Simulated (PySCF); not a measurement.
**CoN(OH)2: quintet, from a trigonal pyramidal start**

The task is one start of a wider search on CoN(OH)2: the quintet, from a trigonal pyramidal start. It is relaxed, tested by its Hessian and followed downhill if it is a saddle.

Computed with PySCF 2.14.0. Level: PBE0, basis Co def2-TZVP, N def2-TZVP, O def2-TZVP, H def2-TZVP, no relativity, density fitting.

**1. Where the work starts**

6 atoms, charge 0, spin multiplicity 5.

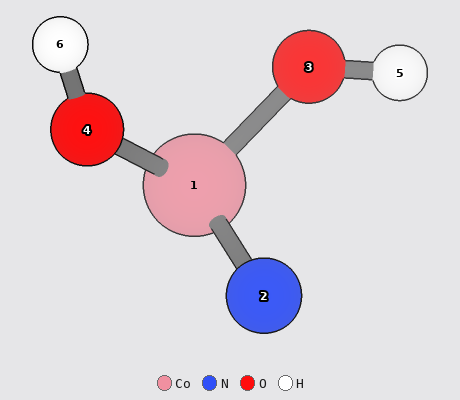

Start geometry, drawn with cobalt pink, nitrogen blue, oxygen red, hydrogen white; atoms are numbered from 1 in the order of the file.

```xyz
6
charge 0 multiplicity 5
Co    0.0000    0.0000    0.0000
N     1.4392    0.0000    0.7652
O    -0.7682    1.3305    0.8169
O    -0.7682   -1.3305    0.8169
H    -0.4037    2.1701    1.1066
H    -1.6775   -1.4346    1.1066
```

**2. The SCF at the typed geometry**

The steps below are one call of a driver around PySCF. For each, scf.py gives the equivalent set-up of the SCF; relaxations use the driver's own optimiser. After this first run the driver tries any further starts and a stability analysis.

Contents of scf.py:

```python
from pyscf import gto, scf, dft
mol = gto.M(atom='''
Co     0.000000     0.000000     0.000000
N      1.439200     0.000000     0.765200
O     -0.768200     1.330500     0.816900
O     -0.768200    -1.330500     0.816900
H     -0.403700     2.170100     1.106600
H     -1.677500    -1.434600     1.106600''',
    basis={'Co': 'def2-TZVP', 'N': 'def2-TZVP', 'O': 'def2-TZVP', 'H': 'def2-TZVP'},
    charge=0, spin=4)
mf = dft.UKS(mol, xc='PBE0')
mf.grids.atom_grid = (50, 194)
aux = {'Co': 'def2-universal-JKFIT', 'N': 'def2-universal-JKFIT', 'O': 'def2-universal-JKFIT', 'H': 'def2-universal-JKFIT'}
mf = mf.density_fit(auxbasis=aux)
mf.conv_tol = 1e-08
mf.diis_space = 10
mf.max_cycle = 60
mf.init_guess = 'minao'
mf.verbose = 4
mf.kernel()
```

On the command line:

```
$ OMP_NUM_THREADS=4 python axn.py task.json out
```

The log of the run, shortened:

```text
[... the frontier levels of the middle cycles are left out ...]
init E= -1587.71313427694
[... the frontier-level lines of each cycle are left out ...]
cycle= 1 E= -1570.95416105002  delta_E= 16.8  |g|= 5.64  |ddm|= 14.4
cycle= 2 E= -1496.63315691285  delta_E= 74.3  |g|= 16.6  |ddm|=   19
cycle= 3 E= -1556.71139624588  delta_E= -60.1  |g|= 11.1  |ddm|= 7.63
cycle= 4 E= -1566.82466676693  delta_E= -10.1  |g|=  9.3  |ddm|= 2.66
cycle= 5 E= -1572.70350054284  delta_E= -5.88  |g|= 7.68  |ddm|= 3.96
cycle= 6 E= -1575.10285893602  delta_E= -2.4  |g|= 6.58  |ddm|= 2.92
cycle= 7 E= -1578.43030132529  delta_E= -3.33  |g|=  5.9  |ddm|= 2.68
cycle= 8 E= -1581.92183460109  delta_E= -3.49  |g|= 4.84  |ddm|= 2.07
cycle= 9 E= -1582.61620204521  delta_E= -0.694  |g|= 4.33  |ddm|= 1.83
cycle= 10 E= -1584.40322984665  delta_E= -1.79  |g|= 3.71  |ddm|= 1.52
cycle= 11 E= -1587.10565745183  delta_E= -2.7  |g|= 2.47  |ddm|= 0.93
cycle= 12 E= -1574.14533877294  delta_E=   13  |g|= 5.55  |ddm|= 9.13
cycle= 13 E= -1586.05207789137  delta_E= -11.9  |g|=  3.2  |ddm|= 9.19
cycle= 14 E= -1586.76158117068  delta_E= -0.71  |g|=  2.7  |ddm|= 0.368
[... 15 cycles left out ...]
cycle= 30 E= -1588.65730514652  delta_E= -0.00209  |g|= 0.0248  |ddm|= 0.109
cycle= 31 E= -1588.65934697961  delta_E= -0.00204  |g|= 0.0206  |ddm|= 0.137
cycle= 32 E= -1588.65936589543  delta_E= -1.89e-05  |g|= 0.00909  |ddm|= 0.0225
cycle= 33 E= -1588.66038539598  delta_E= -0.00102  |g|= 0.0174  |ddm|= 0.133
cycle= 34 E= -1588.6605178482  delta_E= -0.000132  |g|= 0.00911  |ddm|= 0.0155
cycle= 35 E= -1588.66060121432  delta_E= -8.34e-05  |g|= 0.00445  |ddm|= 0.0194
cycle= 36 E= -1588.66062538266  delta_E= -2.42e-05  |g|= 0.0078  |ddm|= 0.0207
cycle= 37 E= -1588.66064981547  delta_E= -2.44e-05  |g|= 0.00231  |ddm|= 0.0129
cycle= 38 E= -1588.6606530092  delta_E= -3.19e-06  |g|= 0.000492  |ddm|= 0.00409
cycle= 39 E= -1588.66065298359  delta_E= 2.56e-08  |g|= 0.00113  |ddm|= 0.00207
cycle= 40 E= -1588.66065353539  delta_E= -5.52e-07  |g|= 0.000226  |ddm|= 0.00144
cycle= 41 E= -1588.66065360318  delta_E= -6.78e-08  |g|= 7.8e-05  |ddm|= 0.000593
cycle= 42 E= -1588.66065362328  delta_E= -2.01e-08  |g|= 3.34e-05  |ddm|= 0.000335
cycle= 43 E= -1588.66065362829  delta_E= -5e-09  |g|= 2.7e-05  |ddm|= 0.000196
Extra cycle  E= -1588.66065362606  delta_E= 2.23e-09  |g|= 0.00012  |ddm|= 6.1e-05
converged SCF energy = -1588.66065362606  <S^2> = 6.116264  2S+1 = 5.0462913
```

This step, with its further starts and checks, needed 56 s of wall time on 4 threads of Arm Neoverse V2, shared host.

Energies from each starting density:

| start | energy (Eh) |
| --- | --- |
| the minimal-basis guess | -1588.660654 |
| a thermally smeared density | -1588.660654 |
| a smeared PBE density | -1588.660654 |

The test of internal stability and the other starts found no lower solution of this spin.

**3. Relaxing the quintet from the trigonal pyramidal start**

The program finds C1 symmetry in the start. Threshold on the gradient: 0.0003 Eh/bohr, with a further test on the energy change.

scf.py, as its differences from that of step 2:

```diff
@@ -3,6 +3,6 @@
-Co     0.000000     0.000000     0.000000
-N      1.439200     0.000000     0.765200
-O     -0.768200     1.330500     0.816900
-O     -0.768200    -1.330500     0.816900
-H     -0.403700     2.170100     1.106600
-H     -1.677500    -1.434600     1.106600''',
+Co     0.060957    -0.006931    -0.365415
+N      1.500157    -0.006931     0.399785
+O     -0.707243     1.323569     0.451485
+O     -0.707243    -1.337431     0.451485
+H     -0.342743     2.163169     0.741185
+H     -1.616543    -1.441531     0.741185''',
@@ -18 +17,0 @@
-mf.init_guess = 'minao'
```

Steps of the walk (not every step is listed):

| step | energy (Eh) | change (kJ/mol) | largest gradient (Eh/bohr) |
| --- | --- | --- | --- |
| 0 | -1588.660654 | 0.00 | 0.03860 |
| 1 | -1588.674550 | -36.48 | 0.03043 |
| 2 | -1588.683355 | -59.60 | 0.02245 |
| 3 | -1588.686798 | -68.64 | 0.03438 |
| 4 | -1588.691701 | -81.52 | 0.01819 |
| 5 | -1588.697195 | -95.94 | 0.00965 |
| 6 | -1588.699019 | -100.73 | 0.01723 |
| 7 | -1588.699235 | -101.29 | 0.04167 |
| 8 | -1588.701741 | -107.87 | 0.00573 |
| 9 | -1588.702177 | -109.02 | 0.00826 |
| 10 | -1588.702454 | -109.75 | 0.00988 |
| 12 | -1588.702833 | -110.74 | 0.00292 |
| 14 | -1588.703166 | -111.62 | 0.00458 |
| 16 | -1588.703447 | -112.35 | 0.00373 |
| 18 | -1588.703495 | -112.48 | 0.00291 |
| 20 | -1588.703523 | -112.55 | 0.00129 |
| 22 | -1588.703546 | -112.61 | 0.00174 |
| 24 | -1588.703580 | -112.70 | 0.00227 |
| 26 | -1588.703667 | -112.93 | 0.00228 |
| 28 | -1588.703761 | -113.18 | 0.00749 |
| 30 | -1588.703990 | -113.78 | 0.00263 |
| 32 | -1588.704069 | -113.99 | 0.00563 |
| 34 | -1588.704154 | -114.21 | 0.00131 |
| 36 | -1588.704183 | -114.29 | 0.00097 |
| 38 | -1588.704196 | -114.32 | 0.00053 |
| 39 | -1588.704206 | -114.35 | 0.00052 |
| 40 | -1588.704213 | -114.37 | 0.00044 |
| 41 | -1588.704214 | -114.37 | 0.00077 |
| 42 | -1588.704216 | -114.37 | 0.00050 |
| 43 | -1588.704217 | -114.38 | 0.00034 |
| 44 | -1588.704219 | -114.38 | 0.00022 |

The walk took 5.2 min.

Positions (Å) and forces (eV/Å) along the way:

```
step 0
Co   0.061  -0.007  -0.365  -0.637   0.483   0.622
N    1.500  -0.007   0.400   1.145   0.036  -0.099
O   -0.707   1.324   0.451  -0.704   1.335  -0.610
O   -0.707  -1.337   0.451  -0.145  -1.985   0.197
H   -0.343   2.163   0.741   0.351  -0.243   0.155
H   -1.617  -1.442   0.741  -0.010   0.374  -0.265
step 1
Co   0.042  -0.017  -0.315  -0.919   0.454   0.989
N    1.539   0.021   0.378   0.357   0.113  -0.131
O   -0.757   1.429   0.315   0.963   1.565   0.244
O   -0.713  -1.413   0.469   0.311  -1.070  -0.093
H   -0.292   2.143   0.832  -0.651  -1.391  -0.819
H   -1.631  -1.470   0.741  -0.060   0.330  -0.191
step 22
Co  -0.429   0.073   0.406   0.038   0.027   0.007
N    1.311   0.094   0.327  -0.021   0.015  -0.015
O   -0.625   1.797   0.365   0.004  -0.027  -0.019
O   -0.651  -1.665   0.517  -0.090  -0.048   0.010
H    0.114   2.400   0.470   0.004   0.019   0.017
H   -1.534  -2.005   0.336   0.065   0.015  -0.001
step 44
Co  -0.446   0.095   0.422   0.005   0.005  -0.001
N    1.304   0.031   0.158  -0.008  -0.001   0.003
O   -0.566   1.815   0.245  -0.008  -0.011  -0.001
O   -0.821  -1.573   0.784  -0.006  -0.005   0.000
H    0.080   2.408   0.636   0.011   0.011   0.000
H   -1.362  -2.082   0.175   0.006   0.001  -0.002
```

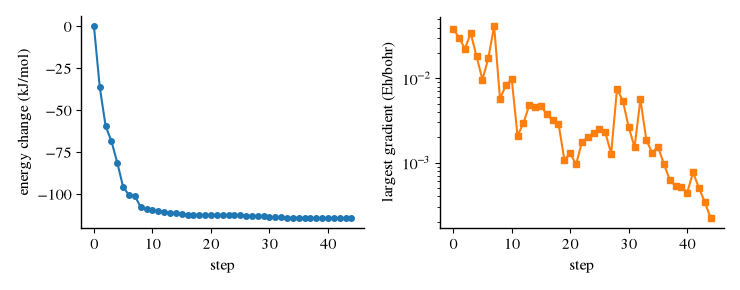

Energy and largest gradient along the walk.

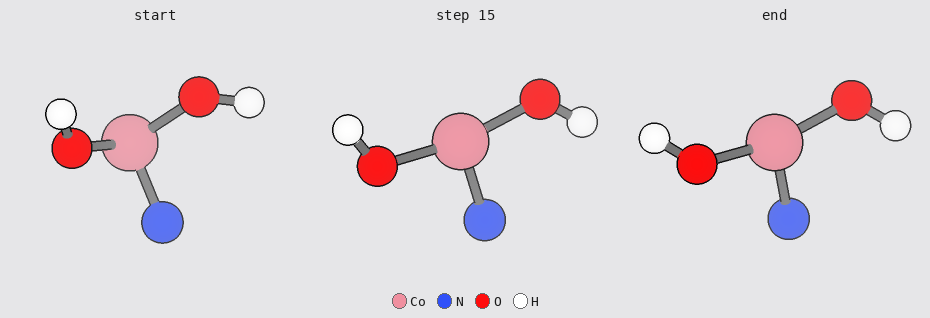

The geometry along the walk, at one scale.

After 44 steps and 114.4 kJ/mol it ends at C1: Co–N 1.771 Å, Co–O 1.733 Å, Co–O 1.747 Å, O–H 0.960 Å (×2); Co–O–H 119.7°, Co–O–H 121.6°, N–Co–O 95.1°, N–Co–O 102.0°, O–Co–O 162.5°.

**4. Vibrations and properties at this point**

On the finer grid the gradient is checked again; gradients at displacements of ±0.02 bohr then give force constants and infrared intensities.

scf.py, as its differences from that of step 3:

```diff
@@ -3,6 +3,6 @@
-Co     0.060957    -0.006931    -0.365415
-N      1.500157    -0.006931     0.399785
-O     -0.707243     1.323569     0.451485
-O     -0.707243    -1.337431     0.451485
-H     -0.342743     2.163169     0.741185
-H     -1.616543    -1.441531     0.741185''',
+Co    -0.156999    -0.000042     0.016074
+N      1.591379    -0.062456    -0.258534
+O     -0.272346     1.719634    -0.161983
+O     -0.534898    -1.667399     0.373099
+H      0.384142     2.313330     0.210114
+H     -1.054691    -2.182778    -0.248633''',
@@ -12 +12 @@
-mf.grids.atom_grid = (50, 194)
+mf.grids.atom_grid = (75, 302)
@@ -15 +15 @@
-mf.conv_tol = 1e-08
+mf.conv_tol = 1e-10
```

The driver hands on the density of the step before, so the log starts near convergence.

SCF at the final geometry:

```text
init E= -1588.70415904942
[... the frontier-level lines of each cycle are left out ...]
cycle= 1 E= -1588.70415904931  delta_E= 1.1e-10  |g|= 2.35e-05  |ddm|= 9.95e-06
cycle= 2 E= -1588.70415904677  delta_E= 2.54e-09  |g|= 0.000107  |ddm|= 4.21e-05
cycle= 3 E= -1588.70415904943  delta_E= -2.66e-09  |g|= 3.37e-06  |ddm|= 3.53e-05
cycle= 4 E= -1588.70415904944  delta_E= -5.68e-12  |g|= 1.19e-06  |ddm|= 2.16e-06
Extra cycle  E= -1588.70415904946  delta_E= -1.73e-11  |g|= 2.21e-06  |ddm|= 3.42e-06
converged SCF energy = -1588.70415904946  <S^2> = 6.0282511  2S+1 = 5.0112877
```

The whole step took 8.2 min.

Geometry: C1; Co–N 1.771 Å, Co–O 1.733 Å, Co–O 1.747 Å, O–H 0.960 Å (×2); Co–O–H 119.8°, Co–O–H 121.9°, N–Co–O 94.9°, N–Co–O 102.2°, O–Co–O 162.6°.

Modes, for the most abundant isotopes:

```json
{"symmetry": "a", "ω (cm⁻¹)": "141", "IR (km/mol)": "40.7", "μ (u)": "2.90"}
{"symmetry": "a", "ω (cm⁻¹)": "163", "IR (km/mol)": "6.3", "μ (u)": "2.94"}
{"symmetry": "a", "ω (cm⁻¹)": "172", "IR (km/mol)": "17.8", "μ (u)": "2.11"}
{"symmetry": "a", "ω (cm⁻¹)": "219", "IR (km/mol)": "16.8", "μ (u)": "3.32"}
{"symmetry": "a", "ω (cm⁻¹)": "347", "IR (km/mol)": "138", "μ (u)": "1.39"}
{"symmetry": "a", "ω (cm⁻¹)": "621", "IR (km/mol)": "9.4", "μ (u)": "10.07"}
{"symmetry": "a", "ω (cm⁻¹)": "626", "IR (km/mol)": "36.9", "μ (u)": "5.74"}
{"symmetry": "a", "ω (cm⁻¹)": "695", "IR (km/mol)": "38.9", "μ (u)": "1.26"}
{"symmetry": "a", "ω (cm⁻¹)": "751", "IR (km/mol)": "319", "μ (u)": "1.81"}
{"symmetry": "a", "ω (cm⁻¹)": "795", "IR (km/mol)": "42.7", "μ (u)": "2.75"}
{"symmetry": "a", "ω (cm⁻¹)": "3884", "IR (km/mol)": "184", "μ (u)": "1.07"}
{"symmetry": "a", "ω (cm⁻¹)": "3888", "IR (km/mol)": "48.9", "μ (u)": "1.07"}
```

μ is the mass of the mode for normalised Cartesian displacements, not the reduced mass of the usual diatomic formula.

Every mode is real; the point is a minimum.

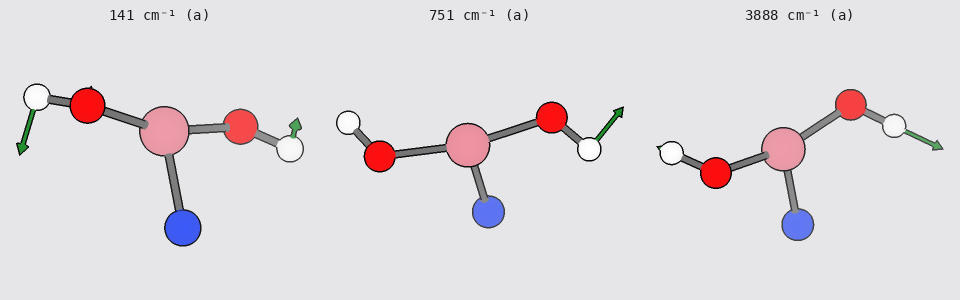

How the atoms move in 3 of the modes.

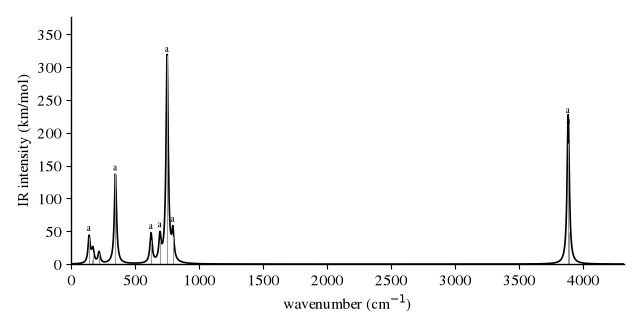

The harmonic infrared spectrum (widths in cm⁻¹). Lines are broadened to a width of 20 cm⁻¹ (Lorentzian).

Constants and moments:

```
Dipole moment                                                   : 1.40 D
Highest occupied level                                          : -8.25 eV
Lowest empty level                                              : -3.69 eV
Rotational constants                                            : 0.3796, 0.1589, 0.1133 cm⁻¹
Zero-point energy                                               : 73.6 kJ/mol
Principal polarisabilities                                      : 25.2, 46.1, 59.0 bohr³
Atomisation energy without zero-point energy                    : 1665 kJ/mol
Principal traceless quadrupole moments about the centre of mass : -8.58, -3.61, 12.19 D Å
Entropy at 298.15 K and 1 bar (electronic part: spin only)      : 337.1 J/(mol K)
Heat capacity Cp at 298.15 K                                    : 88.8 J/(mol K)
Enthalpy at 298.15 K above 0 K                                  : 18.75 kJ/mol
Rotational symmetry number                                      : 1
Spin squared ⟨S²⟩                                               : 6.028
```

Populations by atom (charges in e):

```
atom  Mulliken  Löwdin  polar tensor  spin (Mulliken)  Mayer order to Co1
 Co1      0.77    0.25          1.02             1.93                   –
  N2     -0.19   -0.02         -0.03             1.78                1.23
  O3     -0.61   -0.26         -0.73             0.15                0.98
  O4     -0.63   -0.29         -0.82             0.14                0.98
  H5      0.34    0.17          0.28             0.00                0.01
  H6      0.33    0.16          0.28             0.00                0.02
```

Mulliken populations on Co1: s 6.51, p 12.33, d 7.39, f 0.00.

**5. Results**

| quantity | value |
| --- | --- |
| minimum | quintet, C1 |
| geometry | Co–N 1.771 Å, Co–O 1.733 Å, Co–O 1.747 Å, O–H 0.960 Å (×2); Co–O–H 119.8°, Co–O–H 121.9°, N–Co–O 94.9°, N–Co–O 102.2°, O–Co–O 162.6° |
| wavenumbers (cm⁻¹) | 141 (a), 163 (a), 172 (a), 219 (a), 347 (a), 621 (a), 626 (a), 695 (a), 751 (a), 795 (a), 3884 (a), 3888 (a) |
| dipole moment | 1.40 D |
| highest occupied, lowest empty level (either spin) | -8.25, -3.69 eV |
| polar-tensor charge of Co1 | +1.02 e |
| zero-point energy | 73.6 kJ/mol |
| entropy at 298.15 K | 337.1 J/(mol K) |
| atomisation energy (no zero-point energy) | 1665 kJ/mol |
| ⟨S²⟩ | 6.028 |

The trigonal pyramidal start ends in a minimum without symmetry. The strongest infrared band lies at 751 cm⁻¹ (a). Only this shape and spin were tried, so other structures or states may lie lower. One determinant may miss the lowest occupation of an open d or f shell.

The search up to here took 14 min.
